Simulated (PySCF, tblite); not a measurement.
# C₇H₁₀OSSi: geometry, infrared bands and NMR shifts

What infrared bands and NMR shifts should C₇H₁₀OSSi (`C=Cc1cc(OC)sc1[SiH3]`) show?

The runs use tblite 0.8.0 and PySCF 2.14.0, with density-fitted response routines of our own; the level of theory stands in each step. All values are computed, except where a source is named. Atoms count from 0, in the outputs and in this text.

### 1 Starting geometry

20 atoms, charge 0, multiplicity 1; geometry from: force field or distance geometry start.

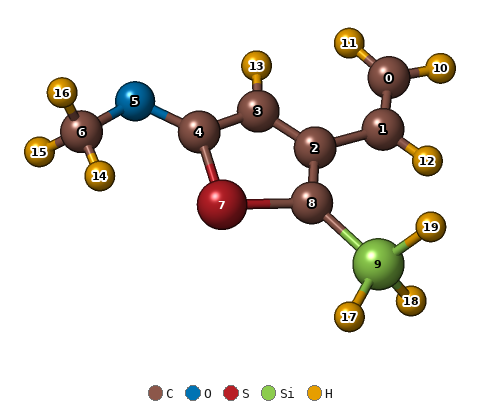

As it starts; carbon brown, oxygen blue, sulfur red, silicon green, hydrogen amber, atoms numbered.

### 2 Geometry optimisation with GFN2-xTB

The job: settings as JSON, then the geometry in Å.

```
{"job": {"kind": "relax", "xc": "GFN2-xTB", "basis": "xTB"}, "charge": 0, "multiplicity": 1}
C     -1.962000     2.517400     0.257400
C     -1.980700     1.240200     0.003400
C     -0.720500     0.410700     0.004600
C      0.480100     0.940800     0.231800
C      1.561700     0.111700     0.217200
O      2.884200     0.462100     0.427400
C      3.841100    -0.580000     0.337400
S      0.928800    -1.495300    -0.167300
C     -0.800300    -0.928000    -0.261200
Si    -2.251800    -1.999100    -0.629300
H     -2.933900     3.038800     0.244300
H     -1.103500     3.108600     0.473500
H     -2.927300     0.758400    -0.177600
H      0.630700     2.020900     0.461800
H      3.377000    -1.545300     0.074100
H      4.365600    -0.742900     1.316900
H      4.554200    -0.325800    -0.481000
H     -1.834600    -3.413900    -0.830600
H     -3.269400    -1.994300     0.412600
H     -2.844400    -1.574400    -1.918400
```

The run is started by

```
OMP_NUM_THREADS=1 python probes_run.py task.json out
```

This one command runs all jobs of the session in turn.

What it wrote:

```text
step      E/eV     max force
  0    -790.72281    5.206
  1    -791.08359    2.154
  2    -791.18306    0.767
  3    -791.22000    0.605
  4    -791.24682    0.496
  5    -791.28047    0.400
  6    -791.29298    0.242
  7    -791.30336    0.239
  8    -791.31159    0.220
  9    -791.31863    0.206
 10    -791.32292    0.146
 11    -791.32583    0.113
 12    -791.32816    0.108
 13    -791.33025    0.127
 14    -791.33201    0.121
 15    -791.33351    0.098
 16    -791.33498    0.094
 17    -791.33654    0.121
 18    -791.33796    0.110
 19    -791.33902    0.069
 20    -791.33985    0.071
 21    -791.34080    0.081
 22    -791.34215    0.115
 23    -791.34389    0.129
 24    -791.34566    0.094
 25    -791.34709    0.092
 26    -791.34812    0.090
 27    -791.34880    0.088
 28    -791.34924    0.056
 29    -791.34956    0.053
 30    -791.34986    0.050
 31    -791.35014    0.053
 32    -791.35037    0.042
 33    -791.35051    0.031
 34    -791.35062    0.029
 35    -791.35071    0.025
 36    -791.35079    0.022
 37    -791.35084    0.017
 38    -791.35088    0.016
 39    -791.35092    0.014
 40    -791.35096    0.014
 41    -791.35099    0.014
 42    -791.35102    0.014
 43    -791.35105    0.015
 44    -791.35107    0.010
 45    -791.35108    0.008
```

Run time: 0.45 s. Hardware: 1 thread of Arm Neoverse V1, shared host.

Along the way: (not every step is listed)

```csv
step,energy from step 0 (eV),largest force (eV/Å)
0,0.0000,5.2055
1,-0.3608,2.1537
2,-0.4602,0.7674
3,-0.4972,0.6048
4,-0.5240,0.4963
5,-0.5577,0.4001
6,-0.5702,0.2420
7,-0.5806,0.2387
8,-0.5888,0.2203
11,-0.6030,0.1131
14,-0.6092,0.1209
17,-0.6137,0.1212
20,-0.6170,0.0710
23,-0.6211,0.1294
26,-0.6253,0.0897
29,-0.6268,0.0530
32,-0.6276,0.0423
35,-0.6279,0.0250
38,-0.6281,0.0161
40,-0.6282,0.0144
41,-0.6282,0.0144
42,-0.6282,0.0141
43,-0.6282,0.0147
44,-0.6283,0.0105
45,-0.6283,0.0081
```

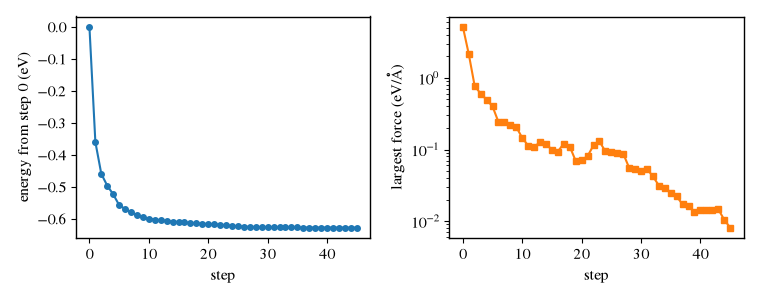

Energy and force, step by step.

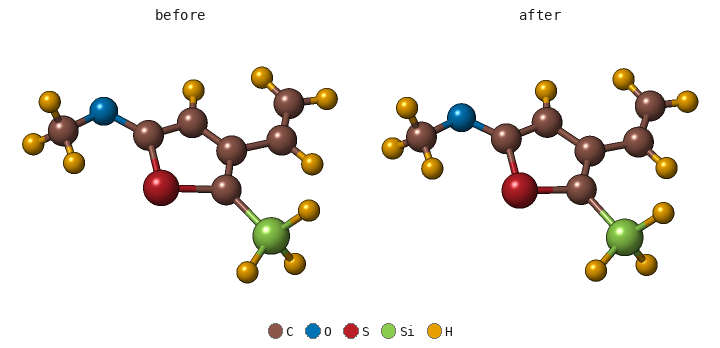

The geometry before (left) and after (right).

Close pairs (by a distance rule), those that changed most:

```csv
bond,before (Å),after (Å),change (Å)
C2–C3,1.332,1.422,+0.090
S7–C8,1.822,1.740,-0.082
C1–C2,1.509,1.448,-0.060
C3–H13,1.115,1.073,-0.041
C4–O5,1.384,1.343,-0.041
C8–Si9,1.841,1.873,+0.032
C6–H15,1.123,1.093,-0.030
Si9–H17,1.489,1.462,-0.027
```

The end geometry stands in the next job.

### 3 Vibrational analysis with GFN2-xTB

The job: settings as JSON, then the geometry in Å.

```
{"job": {"kind": "ir", "xc": "GFN2-xTB", "basis": "xTB"}, "charge": 0, "multiplicity": 1}
C     -2.086794     2.568402     0.251517
C     -1.982714     1.265411     0.015240
C     -0.753912     0.498555     0.014988
C      0.539707     1.028809     0.272477
C      1.523590     0.092286     0.206210
O      2.825564     0.351912     0.410586
C      3.777145    -0.685602     0.304600
S      0.875202    -1.480559    -0.175341
C     -0.745495    -0.850747    -0.245493
Si    -2.160293    -2.010820    -0.648329
H     -3.041208     3.066275     0.232769
H     -1.232946     3.186051     0.471112
H     -2.871206     0.685279    -0.202318
H      0.745563     2.057758     0.497733
H      3.317013    -1.637716     0.037510
H      4.287101    -0.788378     1.265299
H      4.504687    -0.408571    -0.461815
H     -1.601449    -3.353937    -0.789648
H     -3.136923    -1.984175     0.444176
H     -2.787780    -1.589555    -1.904309
```

What it wrote:

```text
mode    cm-1     km/mol
  1    -181.5      0.30
  2      39.8      5.93
  3      67.5      0.05
  4      90.0      0.07
  5      97.6      0.08
  6     142.0      0.74
  7     161.3      0.34
  8     177.2      1.32
  9     268.6      1.51
 10     288.5      1.85
 11     358.1     11.70
 12     424.4      0.18
 13     452.8      7.22
 14     467.7     12.66
 15     516.3      0.70
 16     537.9     55.92
 17     558.5     76.31
 18     569.2     24.75
 19     631.6      3.67
 20     694.4      0.61
 21     706.0      2.13
 22     779.9    145.73
 23     781.9      3.56
 24     785.0    175.54
 25     790.8    542.00
 26     881.6     14.41
 27     923.5     11.01
 28    1004.2    107.83
 29    1007.1     15.46
 30    1025.6     19.63
 31    1067.8     24.20
 32    1117.7     48.93
 33    1119.9      6.04
 34    1155.1      6.94
 35    1223.2    182.41
 36    1292.5      8.18
 37    1384.9      3.75
 38    1409.6      5.71
 39    1418.3     12.52
 40    1450.3      2.57
 41    1473.3      6.30
 42    1479.8    222.70
 43    1560.2    165.49
 44    1667.8     10.36
 45    2240.3    378.34
 46    2242.9    224.90
 47    2282.4    234.16
 48    2966.0     17.44
 49    2979.2     31.58
 50    2995.6     18.62
 51    3046.4     36.72
 52    3108.9     16.08
 53    3131.9     38.68
 54    3152.7     17.11
```

It took 1 s on 1 thread of Arm Neoverse V1, shared host.

The strongest bands and the atoms that carry them (share of the mass-weighted mode):

```csv
cm⁻¹,km/mol,atoms
785,175.5,"H17 50 %, H18 22 %, H19 15 %"
791,542.0,"H17 33 %, H18 32 %, H19 26 %"
1223,182.4,"C4 33 %, O5 30 %, H14 11 %"
1480,222.7,"C2 42 %, C8 32 %, C4 12 %"
1560,165.5,"C4 45 %, C3 33 %"
2240,378.3,"H19 75 %, H18 21 %"
2243,224.9,"H18 75 %, H19 22 %"
2282,234.2,H17 97 %
```

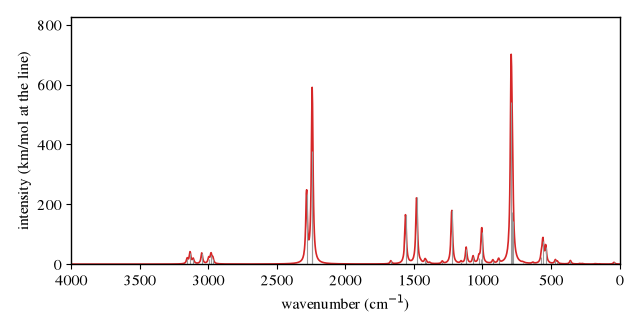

The infrared spectrum from these modes, unscaled. Lines are broadened to a width of 14 cm⁻¹ (Lorentzian).

### 4 NMR shieldings: PBE0/pcSseg-1

Settings changed since step 3:

```diff
@@ -1,2 +1,2 @@
-{"job": {"kind": "ir", "xc": "GFN2-xTB", "basis": "xTB"}, "charge": 0, "multiplicity": 1}
+{"job": {"kind": "nmr", "xc": "PBE0", "basis": "pcSseg-1"}, "charge": 0, "multiplicity": 1}
 C     -2.086794     2.568402     0.251517
```

Method: GIAO PBE0/pcSseg-1 NMR shielding, non-relativistic, gas phase.

What it wrote:

```text
coarse grid: 18136 points
cycle   1  E = -1034.7278356189  dE =  1.634e+00  |g| = 5.850e-01  |ddm| = 4.513e+00
cycle   2  E = -1034.6551038447  dE =  7.273e-02  |g| = 8.160e-01  |ddm| = 1.287e+00
cycle   3  E = -1034.7999341826  dE = -1.448e-01  |g| = 1.072e-01  |ddm| = 8.710e-01
cycle   4  E = -1034.8024895207  dE = -2.555e-03  |g| = 4.773e-02  |ddm| = 1.699e-01
cycle   5  E = -1034.8029778395  dE = -4.883e-04  |g| = 1.780e-02  |ddm| = 5.814e-02
cycle   6  E = -1034.8030466425  dE = -6.880e-05  |g| = 3.948e-03  |ddm| = 2.026e-02
cycle   7  E = -1034.8030500875  dE = -3.445e-06  |g| = 1.426e-03  |ddm| = 5.656e-03
final grid: 167056 points
cycle   8  E = -1034.8757624295  dE = -2.841e-05  |g| = 1.372e-02  |ddm| = 4.827e-02
cycle   9  E = -1034.8756992932  dE =  6.314e-05  |g| = 2.170e-02  |ddm| = 3.229e-02
cycle  10  E = -1034.8758006694  dE = -1.014e-04  |g| = 3.065e-03  |ddm| = 2.290e-02
cycle  11  E = -1034.8758030470  dE = -2.378e-06  |g| = 5.374e-04  |ddm| = 3.379e-03
cycle  12  E = -1034.8758031145  dE = -6.749e-08  |g| = 2.065e-04  |ddm| = 8.120e-04
cycle  13  E = -1034.8758031243  dE = -9.785e-09  |g| = 6.751e-05  |ddm| = 2.479e-04
cycle  14  E = -1034.8758031253  dE = -9.932e-10  |g| = 2.462e-05  |ddm| = 8.336e-05
converged SCF energy = -1034.8758031253

GIAO shielding tensors (ppm)
atom      isotropic    diamagn.    paramagn.     s11        s22        s33       span
  0 C       67.286     254.711    -187.425    -39.441     74.751    166.548    205.988
  1 C       47.404     253.035    -205.632    -68.393     59.055    151.550    219.944
  2 C       33.850     257.815    -223.966    -47.274     10.777    138.047    185.321
  3 C       79.835     252.861    -173.027     16.774     72.027    150.703    133.930
  4 C        6.369     265.777    -259.407    -52.572     12.302     59.377    111.949
  5 O      229.425     396.091    -166.666    101.997    289.863    296.414    194.416
  6 C      123.809     243.916    -120.107     90.706     98.480    182.241     91.535
  7 S      302.103    1060.449    -758.347    169.646    363.982    372.680    203.034
  8 C       72.995     263.347    -190.352     -1.351     76.585    143.752    145.102
  9 Si     435.215     881.942    -446.727    419.466    423.179    463.001     43.535
 10 H       26.136      27.435      -1.299     24.162     24.474     29.773      5.611
 11 H       25.851      33.325      -7.474     23.264     23.768     30.521      7.257
 12 H       24.918      32.455      -7.536     21.394     22.770     30.590      9.196
 13 H       24.920      35.421     -10.502     20.411     25.264     29.084      8.673
 14 H       27.793      29.950      -2.157     22.438     28.221     32.719     10.282
 15 H       27.394      27.311       0.083     23.454     24.957     33.772     10.318
 16 H       27.389      27.282       0.106     23.383     24.993     33.790     10.407
 17 H       27.491      29.088      -1.597     23.121     27.195     32.156      9.035
 18 H       27.015      29.323      -2.308     23.404     25.196     32.446      9.042
 19 H       27.029      29.270      -2.241     23.472     25.046     32.569      9.097
```

Run time: 74 s. Hardware: 1 thread of Arm Neoverse V1, shared host; peak memory 1.1 GiB.

Shifts follow as δ = σ(reference) − σ, with reference shieldings (ppm) from runs at the same level and on the same kind of geometry: ¹H TMS 31.72, ¹³C TMS 186.9, ²⁹Si TMS 349.2, ¹⁷O H2O 336.1, ³³S CS2 504. The references are single molecules in the gas phase, so shifts against H2O, NH3, PH3, H3PO4 or CFCl3 are not on the usual liquid scales and can be off by tens of ppm. Atoms listed in one row are averaged.

```csv
atoms,environment,σ (ppm),δ (ppm),δ scaled to CDCl3
C4,aromatic carbon bearing oxygen,6.4,180.6,169.9
C2,substituted aromatic carbon,33.8,153.1,147.5
C1,alkene CH,47.4,139.5,134.3
C0,terminal =CH2 carbon,67.3,119.6,114.9
C8,substituted aromatic carbon next to the ring sulfur,73.0,113.9,104.9
C3,aromatic CH,79.8,107.1,102.6
C6,methyl carbon bonded to O,123.8,63.1,59.7
H12,hydrogen on an alkene CH,24.92,6.80,6.52
H13,hydrogen on an aromatic CH,24.92,6.80,6.51
H11,hydrogen on a terminal =CH2 carbon,25.85,5.87,5.64
H10,hydrogen on a terminal =CH2 carbon,26.14,5.58,5.37
"H17, H18, H19",hydrogen on a silicon bonded to C,27.18,4.54,–
"H14, H15, H16",hydrogen on a methyl carbon bonded to O,27.53,4.19,4.06
O5,ether oxygen,229.4,106.7,–
S7,aromatic ring sulfur,302,202,–
Si9,"silicon bonded to C, 3 H",435.2,-86.1,–
```

The scaled column applies a straight-line fit of computed shieldings to shifts measured in CDCl3, with any fitted terms for Cl, Br or S neighbours (root-mean-square error 0.16 ppm for H, 1.9 ppm for C).

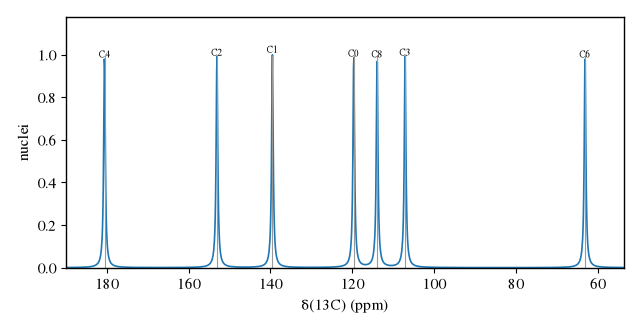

¹³C lines at the computed shifts, without couplings. Lines are broadened to a width of 0.47 ppm (Lorentzian).

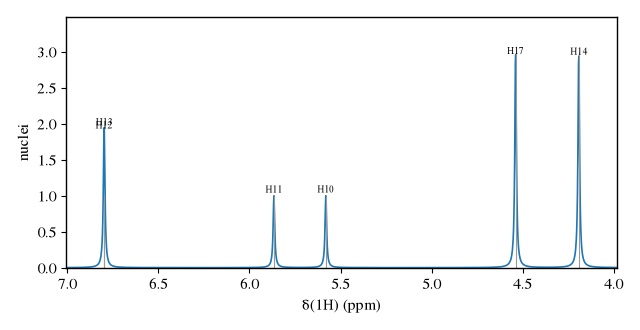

¹H lines at the computed shifts, without couplings. Lines are broadened to a width of 0.01 ppm (Lorentzian).

Charges from the same density, by scheme (e):

```csv
atoms,Mulliken,IAO,Hirshfeld,ESP fit
C0,-0.11,-0.31,-0.10,-0.44
C1,-0.17,-0.13,-0.04,-0.13
C2,-0.08,0.00,-0.02,0.21
C3,-0.02,-0.24,-0.11,-0.44
C4,0.07,0.07,0.05,0.30
O5,-0.46,-0.31,-0.10,-0.27
C6,-0.03,-0.21,-0.03,-0.08
S7,0.24,0.27,0.08,-0.06
C8,-0.57,-0.46,-0.14,-0.29
Si9,0.57,0.60,0.29,0.36
```

IAO charges:

C0 -0.31; C1 -0.13; C2 0.00; C3 -0.24; C4 0.07; O5 -0.31; C6 -0.21; S7 0.27; C8 -0.46; Si9 0.60; H10 0.16; H11 0.15; H12 0.14; H13 0.16; H14 0.14; H15 0.16; H16 0.16; H17 -0.11; H18 -0.12; H19 -0.12

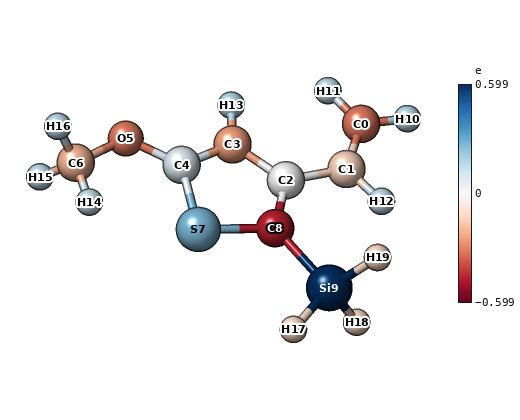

IAO charges, as colours on the atoms.

Mayer bond orders: C0–C1 1.94, C1–C2 1.12, C2–C3 1.24, C3–C4 1.54, C4–O5 1.00, O5–C6 0.89, C4–S7 1.12, S7–C8 1.11, C8–Si9 0.87, C8–C2 1.51.

Ring of atoms C2, C3, C4, S7, C8: NICS(0) -10.6, NICS(1) -9.3, NICS(1)zz -19.0 ppm (means of both faces).

The fields below are evaluated on a grid from the run's orbitals.

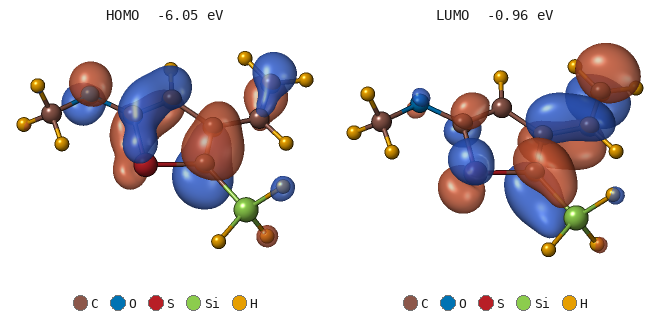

Frontier orbitals at PBE0/pcSseg-1; each surface holds 70 % of the orbital's density, blue and red mark the sign.

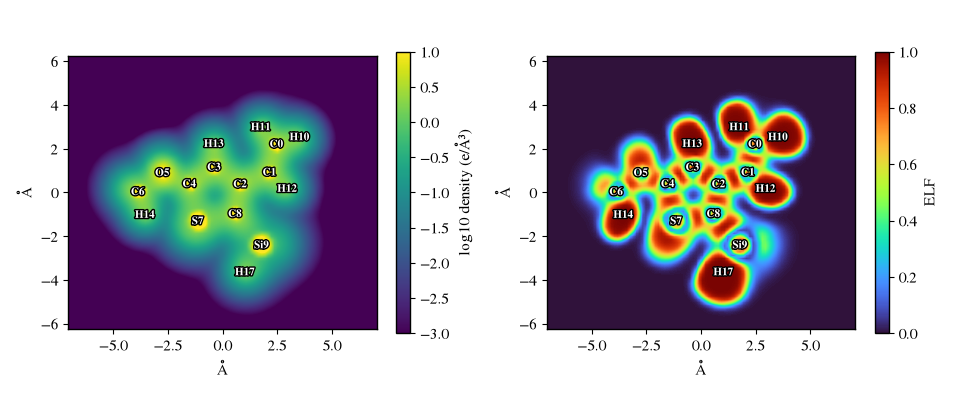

Density (left) and ELF (right) in a plane through or near 16 of the atoms.

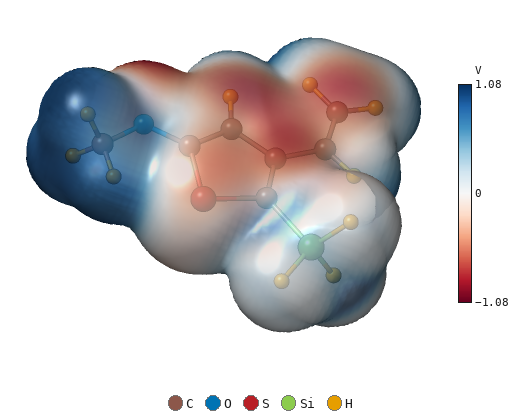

The potential that a unit positive charge feels on the 0.002 e/bohr³ surface, from -0.88 V near O5 to 1.08 V near H14.

### 5 Summary of results

| quantity | value |
| --- | --- |
| strongest single infrared mode (GFN2-xTB) | 791 cm⁻¹, 542 km/mol |
| zero-point energy (GFN2-xTB) | 88.9 kcal/mol |
| ¹³C shifts against TMS (PBE0/pcSseg-1) | 180.6, 153.1, 139.5, 119.6, 113.9, 107.1, 63.1 ppm |
| ¹H shifts against TMS (PBE0/pcSseg-1, means over atoms taken as alike) | 6.80, 6.80, 5.87, 5.58, 4.54, 4.19 ppm |
| ¹⁷O shifts against H2O (PBE0/pcSseg-1) | 106.7 ppm |
| ³³S shifts against CS2 (PBE0/pcSseg-1) | 202 ppm |
| ²⁹Si shifts against TMS (PBE0/pcSseg-1) | -86.1 ppm |
| surface potential, least and greatest | -0.88 V and 1.08 V |

The optimisation took 45 steps and gained 0.628 eV; among the close pairs (by a distance rule), C2–C3 changed most, from 1.332 to 1.422 Å. The lowest mode is imaginary (182i cm⁻¹), so the xTB geometry is not a minimum. The strongest single mode, at 791 cm⁻¹, is spread over several atoms, H17, H18, H19 among them. GFN2-xTB is a fitted tight-binding method: band positions and strengths are rough. Its intensities can rank the bands wrongly. At PBE0/pcSseg-1: The largest span, 220 ppm, is at C1, where the paramagnetic term is -206 ppm. NICS(1)zz of -19 ppm above the planar ring from C2 marks a diatropic (aromatic) ring current. By nearest atom (PBE0/pcSseg-1), the HOMO sits on C8 29 %; C4 15 % and the LUMO on C0, C8 about 19 % each; C1, C2 about 12 % each.
